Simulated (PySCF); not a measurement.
# Excited-state calculation, with input and output: C$_{2}$H$_{3}$N$_{3}$Si

- system: C$_{2}$H$_{3}$N$_{3}$Si, SMILES N#C[SiH](N)C#N
- method: TDDFT PBE0/6-31+G*, vertical, gas phase, core orbitals frozen in the response (PySCF 2.14.0)

The geometry comes from this level: PBE0-D3(BJ)/def2-SVP.

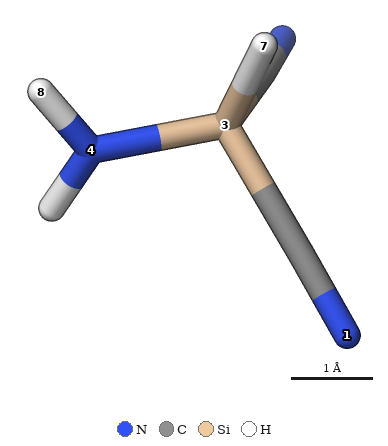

The structure (stick view, seen at a tilt; atoms are numbered from 1 in the order of the input). Bond lengths as drawn: C–N 1.16 Å, C–Si 1.85 to 1.86 Å, H–N 1.01 Å, H–Si 1.48 Å and N–Si 1.70 Å.

### Key numbers

```csv
quantity,value
outcome,converged
total energy,−531.352814 hartree
HOMO,−8.92 eV
LUMO,−1.77 eV
dipole moment,4.87 D
mean polarisability,57.95 a.u.
lowest singlet excitation,5.82 eV
hardware,"1 CPU thread, shared host"
wall time,8.3 s
peak memory,0.54 GiB
```

### The input
```
{"job": {"kind": "uv", "xc": "PBE0", "basis": "6-31+G*"}, "charge": 0, "multiplicity": 1}
N      2.943762    -0.085980    -0.329453
C      1.825375    -0.032088    -0.029517
Si     0.033753     0.019811     0.444115
N     -0.771362    -1.273507    -0.310315
C     -0.517164     1.715312    -0.098143
N     -0.904654     2.753010    -0.441662
H     -0.126150    -0.055142     1.913522
H     -1.624659    -1.653348     0.082437
H     -0.699030    -1.445517    -1.307004
```

The first line tells a small driver script what to run in PySCF; the rest is the geometry in Å.

Launched with:
```bash
OMP_NUM_THREADS=1 python <driver script> task.json out
```

### Log
```
coarse grid: 8848 points
cycle   1  E = -531.3333982947  dE =  6.206e-01  |g| = 5.501e-01  |ddm| = 3.482e+00
cycle   2  E = -531.0768424457  dE =  2.566e-01  |g| = 1.194e+00  |ddm| = 1.639e+00
cycle   3  E = -531.4034553165  dE = -3.266e-01  |g| = 1.845e-01  |ddm| = 1.067e+00
cycle   4  E = -531.4101685476  dE = -6.713e-03  |g| = 5.915e-02  |ddm| = 1.890e-01
cycle   5  E = -531.4109383141  dE = -7.698e-04  |g| = 1.278e-02  |ddm| = 7.395e-02
cycle   6  E = -531.4109814105  dE = -4.310e-05  |g| = 1.655e-03  |ddm| = 1.561e-02
cycle   7  E = -531.4109815175  dE = -1.070e-07  |g| = 1.625e-03  |ddm| = 3.487e-03
final grid: 83440 points
cycle   8  E = -531.3528013025  dE = -1.294e-05  |g| = 7.226e-03  |ddm| = 1.975e-02
cycle   9  E = -531.3527782034  dE =  2.310e-05  |g| = 1.262e-02  |ddm| = 1.629e-02
cycle  10  E = -531.3528118830  dE = -3.368e-05  |g| = 2.852e-03  |ddm| = 1.067e-02
cycle  11  E = -531.3528137023  dE = -1.819e-06  |g| = 4.622e-04  |ddm| = 2.324e-03
cycle  12  E = -531.3528137483  dE = -4.598e-08  |g| = 1.755e-04  |ddm| = 5.866e-04
cycle  13  E = -531.3528137525  dE = -4.208e-09  |g| = 1.135e-04  |ddm| = 2.056e-04
cycle  14  E = -531.3528137554  dE = -2.916e-09  |g| = 9.761e-06  |ddm| = 8.972e-05
cycle  15  E = -531.3528137554  dE = -2.490e-11  |g| = 1.885e-06  |ddm| = 2.150e-05
```

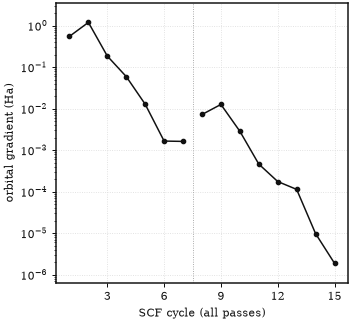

Convergence of the self-consistent field: orbital gradient against the SCF cycle. The dotted line marks the change from a coarse to the final integration grid. The first 7 cycles use a coarse grid, the final grid takes over at cycle 8, and the field converges after 15 cycles in all.

```
converged SCF energy = -531.3528137554

Static polarisability (au): isotropic 57.948, principal 44.724 59.188 69.933

Singlet excitations
state   eV       nm        f      main configurations
  1   5.8168    213.1   0.03658   H->L 0.98
  2   6.3716    194.6   0.00131   H->L+1 0.93
  3   6.6673    186.0   0.00049   H-1->L 0.76
  4   6.7793    182.9   0.00438   H-2->L 0.60, H-4->L 0.11
  5   7.0713    175.3   0.00025   H-3->L 0.42, H-1->L+1 0.25
  6   7.0998    174.6   0.00339   H->L+2 0.35, H-4->L+1 0.17, H-3->L 0.12
  7   7.1881    172.5   0.00430   H-3->L+1 0.34, H-2->L+1 0.19, H-1->L+1 0.11
  8   7.2637    170.7   0.00394   H-4->L 0.26, H-3->L+1 0.25, H-2->L+1 0.19
  9   7.3742    168.1   0.01892   H->L+2 0.35, H-4->L+1 0.20, H->L+3 0.14
 10   7.4756    165.9   0.02025   H->L+3 0.72, H->L+2 0.09

Triplet excitations (Tamm-Dancoff, eV): 5.3371 5.6317 5.6818 5.9942
```

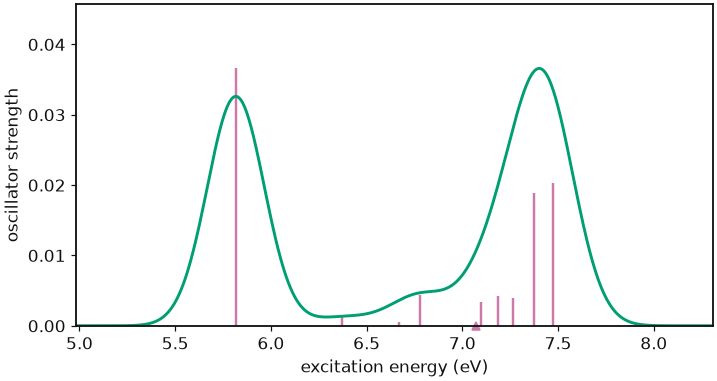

Computed excitations as sticks (degenerate states added up, dark ones marked on the axis), with a Gaussian envelope of 0.35 eV full width at half maximum, scaled to the tallest. Of the 10 states the lowest lies at 5.82 eV (f = 0.037); the strongest line is at 5.82 eV, or 213 nm (f = 0.037).

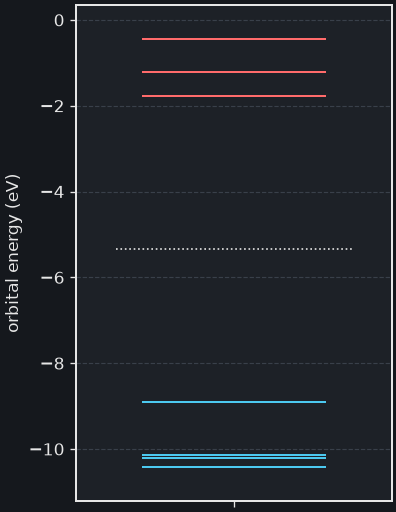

Orbital energies near the frontier; the dotted line parts filled from empty levels, and levels within 0.02 eV of each other stand side by side. Highest filled −8.92 eV, lowest empty −1.77 eV, 7.15 eV apart.
